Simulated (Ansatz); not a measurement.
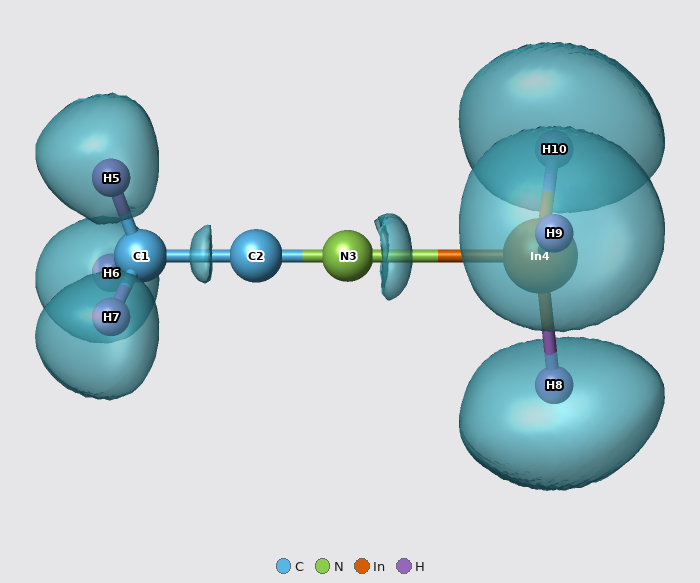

The picture shows: C$_{2}$H$_{6}$InN (SMILES CC#[N+][InH3-]). Isosurface of the electron localisation function at 0.9 (cyan), seen from one side. Core shells and regions of very low density are left out.

Geometry: PBE0-D4/def2-TZVP; core potentials replace the inner electrons of In.

Method: Ansatz, RKS PBE0-D4/def2-TZVPP.

Input file:

```
crystal:
  periodic: [false, false, false]
  atoms:
    - {symbol: C, position_ang: [-0.929242, 1.616136, -1.409082]}
    - {symbol: C, position_ang: [-0.351609, 0.616949, -0.540429]}
    - {symbol: N, position_ang: [0.106148, -0.174893, 0.147908]}
    - {symbol: In, position_ang: [1.069797, -1.840607, 1.595898]}
    - {symbol: H, position_ang: [-0.666861, 2.612560, -1.050927]}
    - {symbol: H, position_ang: [-0.548252, 1.488111, -2.423201]}
    - {symbol: H, position_ang: [-2.015208, 1.513339, -1.418711]}
    - {symbol: H, position_ang: [0.513785, -3.205635, 0.685127]}
    - {symbol: H, position_ang: [0.196006, -1.364780, 3.014356]}
    - {symbol: H, position_ang: [2.708536, -1.312479, 1.402062]}
basis:
  gaussian: {orbitals: def2-TZVPP}
hamiltonian: {xc: pbe0, dispersion: d4}
output: {orbitals: {seedname: orbitals}}
```

Launched as:

```sh
ansatz run in.yaml --threads 4 --pin off --events-out ev --progress --plain --max-ram 10444MiB
```

> Where are the electrons localised?

The surface consists of one region between bonded C–C atoms (shared pairs), six regions around hydrogen nuclei and one lobe of the valence shell of N pointing towards In. Along the contacts the grid gives the following. C–N (1.14 Å): the ELF peaks at about 0.85 between the atoms; a short, multiple covalent bond. C–C (1.44 Å): the ELF peaks at about 0.95 between the atoms (localised, covalent bonding).
